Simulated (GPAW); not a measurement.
CdF2 (Fm-3m): refractive index against wavelength

The refractive index of CdF2 (Fm-3m) below the direct gap (3.53 eV on the mesh) is read from one computed spectrum, n = √(Re ε).

Cell: a, b, c = 3.810, 3.810, 3.810 Å (primitive vectors), 3 atoms.

Method: GPAW 26.7.0, PBE, RPA, k-mesh 10×10×10, local fields up to 50 eV, Lorentzian half width 0.15 eV.

Launch of the response step: `OMP_NUM_THREADS=1 python df.py`. The run took 49 s, its band step included, on 1 thread of Arm Neoverse V1, with other jobs on the host.

```
wavelength (nm)  photon energy E (eV)       n
           1550                 0.800  1.6252
           1310                 0.946  1.6270
           1064                 1.165       ?
            850                 1.459  1.6360
            700                 1.771  1.6440
            633                 1.959  1.6498
            532                 2.331  1.6640
```

In the single-oscillator model n² − 1 = E₀E_d/(E₀² − E²), so 1/(n² − 1) = E₀/E_d − E²/(E₀E_d) is linear in E².

Working, on the rows shown:

| x = E² (eV²) | y = 1/(n² − 1) |
| --- | --- |
| 0.639837 | 0.609282 |
| 0.895757 | 0.607117 |
| 2.12762 | 0.596482 |
| 3.13716 | 0.58729 |
| 3.83641 | 0.580774 |
| 5.43137 | 0.565324 |

Means: x̄ = 2.678, ȳ = 0.59105. Σ(x − x̄)(y − ȳ) = -0.1532, Σ(x − x̄)² = 16.77. Slope = -0.1532 / 16.77 = -0.00914; intercept = ȳ − slope · x̄ = 0.61552. Turned back into n, the line misses the rows shown by at most 0.00052.

Q: Predict the last column of the withheld row from the fit.

A: At x = 1.3578 the line gives y = 0.60311, that is 1.6304. The run gave 1.6303, so the interpolation is off by 5.9e-05, 0.2 % of the range in the table.

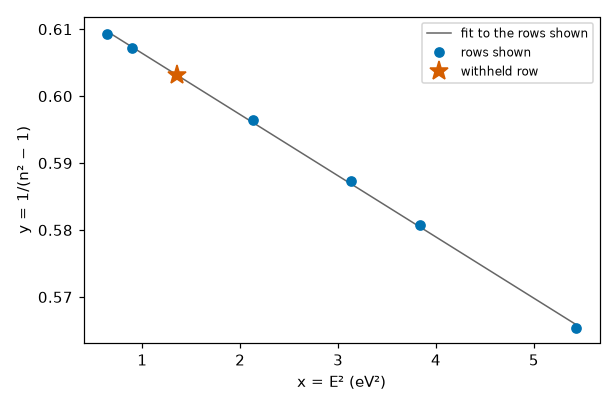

Refitted with all rows, the slope is -0.009144 and the intercept 0.61554. These give E₀ = √(intercept/−slope) = 8.20 eV and E_d = E₀/intercept = 13.3 eV; E₀ is 2.3 times the direct gap. The electronic limit at long wavelengths, without lattice vibrations, is n = √(1 + 1/intercept) = 1.620. Excitons are left out; PBE gaps are as a rule too small. The values come from a sum over the points of one k-mesh and carry its error, which grows as the direct gap shrinks. This version of GPAW has incomplete matrix elements in the optical limit, which can lower ε − 1 by up to a tenth where first-row anions or d states rule. Spin-orbit coupling is left out.

[Logs are printed without paths, hosts, clocks, repeated set-up lines and the standing remarks that a program may print on its own settings, such as how far it seeks lower states.]
